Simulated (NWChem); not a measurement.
# GeCl2 (SMILES Cl[Ge]Cl) at 4 levels

Wanted: a comparison of 4 runs (HF/aug-cc-pVDZ, PBE0/aug-cc-pVDZ, MP2/aug-cc-pVDZ, CCSD(T)/aug-cc-pVDZ) of GeCl2. 

The calculation is run with NWChem 7.3.0.

4 further runs of the same task are left out: 4 that didn't finish.

**1. The structure to begin with**

The species is GeCl2 (3 atoms), meant as a singlet with charge 0. As SMILES, `Cl[Ge]Cl`. The Cl1–Ge2 distance was set to 3.927 Å, away from the relaxed value. At this shape a bond of the SMILES string is far longer than usual.

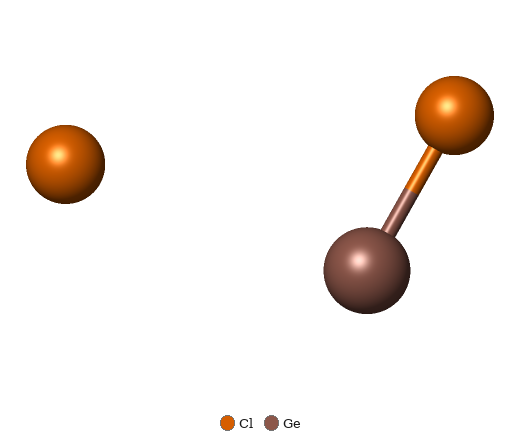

The structure, seen from a chosen angle (chlorine orange, germanium brown).

**2. The energy at HF/aug-cc-pVDZ (run 1)**

Contents of run.nw:

```
start run
memory total 2200 mb

geometry noautosym nocenter noautoz
  Cl     0.219208    -3.080741     1.426534
  Ge    -0.421210     0.067170    -0.832020
  Cl     0.486630     1.614500     0.409270
end

basis spherical bse
  * library aug-cc-pVDZ
end

scf
  thresh 1e-08
  maxiter 80
end

task scf energy
```

Command:

```console
$ nwchem run.nw > run.out
```

Output:

```text
[...]
  functions       =    90
[...]
  wavefunction    = RHF
[...]
         Total SCF energy =  -2994.315082996421
      One-electron energy =  -4634.159171186098
      Two-electron energy =   1402.795172461022
 Nuclear repulsion energy =    237.048915728655
        Time for solution =    133.7s
[...]
```

Wall time 2.3 min (1 thread of Intel Xeon 6975P-C (Granite Rapids), shared host); peak memory 0.096 GiB.

**3. The energy at PBE0/aug-cc-pVDZ (run 2)**

Contents of geom.nw:

```
echo
start geom
title "Cl2Ge"
memory total 2200 mb

geometry units angstrom noautosym nocenter noautoz
   Cl    0.219208   -3.080741    1.426534
   Ge   -0.421210    0.067170   -0.832020
   Cl    0.486630    1.614500    0.409270
end

basis "ao basis" spherical bse
   * library aug-cc-pVDZ
end

dft
   xc pbe0
   mult 1
   grid fine
   convergence energy 1e-08
   iterations 100
   mulliken
   print medium
end

task dft
```

Command:

```console
$ nwchem geom.nw > geom.out
```

Output:

```text
[...]
          Wavefunction type:  closed shell.
          No. of atoms     :     3
          No. of electrons :    66
[...]
          Charge           :     0
          Spin multiplicity:     1
[...]
          AO basis - number of functions:    90
[...]
              XC Information
              --------------
                         PBE0 Method XC Functional
                     Hartree-Fock (Exact) Exchange  0.250
          PerdewBurkeErnzerhof Exchange Functional  0.750
            Perdew 1991 LDA Correlation Functional  1.000 local
           PerdewBurkeErnz. Correlation Functional  1.000 non-local
[...]
 d= 0,ls=0.0,diis     1  -2996.6475580648 -3.23D+03  4.47D-02  5.71D-01     9.4
[...]
 d= 0,ls=0.0,diis    15  -2996.7936507839 -2.00D-09  1.88D-07  4.38D-11    87.1
         Total DFT energy =    -2996.793650783905
      One electron energy =    -4634.885172772213
           Coulomb energy =     1535.854111079020
    Exchange-Corr. energy =     -134.811504819367
 Nuclear repulsion energy =      237.048915728655
[...]
      Total Density - Mulliken Population Analysis
     ---------------------------------------------
    Atom       Charge   Shell Charges
 -----------   ------   -------------------------------------------------------
    1 Cl  17    17.57   2.00  2.03  0.96  0.97  0.04  6.00  2.99  2.34  0.24  0.00  0.00
    2 Ge  32    31.15   2.00  2.00  2.02  1.29  0.64 -0.01  6.00  6.01  0.72  0.40  0.00  9.93  0.16 -0.00
    3 Cl  17    17.28   2.00  2.03  0.96  0.98  0.04  6.00  3.04  2.15  0.04  0.02  0.02
[...]
```

Run time: 88 s. Hardware: 1 thread of Intel Xeon 6975P-C (Granite Rapids), shared host; peak memory 0.11 GiB.

**4. A single-point energy at MP2/aug-cc-pVDZ (run 3)**

Contents of cl2ge.nw:

```
start cl2ge
title "Cl2Ge energy"
memory 2200 mb

geometry units angstroms noautosym nocenter noautoz
  Cl    0.219208   -3.080741    1.426534
  Ge   -0.421210    0.067170   -0.832020
  Cl    0.486630    1.614500    0.409270
end

basis spherical bse
  Cl library aug-cc-pVDZ
  Ge library aug-cc-pVDZ
end

scf
  thresh 1e-08
  maxiter 80
end

mp2
  freeze core 19
  tight
end

task mp2 energy
```

Command:

```console
$ nwchem cl2ge.nw > cl2ge.out
```

Output:

```text
[...]
  functions       =    90
[...]
  wavefunction    = RHF
[...]
         Total SCF energy =  -2994.315082996421
      One-electron energy =  -4634.159171186098
      Two-electron energy =   1402.795172461022
 Nuclear repulsion energy =    237.048915728655
        Time for solution =    134.6s
[...]
          Total MP2 energy         -2994.701401920163
[...]
```

Run time: 2.6 min. Hardware: 1 thread of Intel Xeon 6975P-C (Granite Rapids), shared host; peak memory 0.22 GiB.

**5. A single-point energy at CCSD(T)/aug-cc-pVDZ (run 4)**

Contents of run.nw:

```
start run
title "Cl2Ge"
memory total 2200 mb

geometry units atomic noautosym nocenter noautoz
Cl  0.41424308 -5.82175675  2.69575857
Ge -0.79597154  0.12693290 -1.57228993
Cl  0.91959742  3.05096283  0.77340821
end

basis spherical bse
* library aug-cc-pVDZ
end

scf
thresh 1e-08
maxiter 80
end

ccsd
freeze core 19
maxiter 60
end

task ccsd(t)
```

Command:

```console
$ nwchem run.nw > run.out
```

Output:

```text
[...]
  functions       =    90
[...]
  wavefunction    = RHF
[...]
         Total SCF energy =  -2994.315082974722
      One-electron energy =  -4634.159136656738
      Two-electron energy =   1402.795155030149
 Nuclear repulsion energy =    237.048898651868
        Time for solution =    138.3s
[...]
 Total MP2 energy:          -2994.701401900431392
[...]
             energy      energy      error      ampl     ampl      Block
                                                time     time      time
[...]
 Total CCSD energy:          -2994.735311286832712
[...]
 Total CCSD+T(CCSD) energy:          -2994.757982929542777
[...]
 Total CCSD(T) energy:               -2994.755014147553538
[...]
```

Run time: 9.2 min. Hardware: 1 thread of Intel Xeon 6975P-C (Granite Rapids), shared host; peak memory 0.25 GiB.

**6. Overview of the runs**

```csv
run,level,iteration cap,module,energy (Eh),HOMO energy (eV),LUMO energy (eV),HOMO–LUMO gap (eV),wall time
1,HF/aug-cc-pVDZ,80,scf,-2994.315083,-8.55,-2.63,5.92,2.3 min
2,PBE0/aug-cc-pVDZ,100,dft,-2996.793651,-6.59,-5.01,1.59,88 s
3,MP2/aug-cc-pVDZ,80,mp2,-2994.701402,-8.55,-2.63,5.92,2.6 min
4,CCSD(T)/aug-cc-pVDZ,80,ccsd(t),-2994.755014,-8.55,-2.63,5.92,9.2 min
```

**7. Results**

| quantity | value |
| --- | --- |
| run 4: total energy | -2994.75501 Eh |
| run 4: HOMO energy (Hartree–Fock orbitals) | -8.55 eV |
| run 4: LUMO energy (Hartree–Fock orbitals) | -2.63 eV |
| run 4: HOMO–LUMO gap (Hartree–Fock orbitals) | 5.92 eV |
| run 4: correlation energy (19 core orbitals frozen) | -439.9 mEh |
| run 4: (T) correction | -19.70 mEh |

What this shows: Below the HF energy at the same shape and in the same basis (aug-cc-pVDZ): MP2 -386.3 mEh; CCSD(T) -439.9 mEh. In runs 1, 2, 3, 4 a closed-shell determinant meets a far-stretched bond, which it describes badly. All runs together took 16 min, the longest 9.2 min.
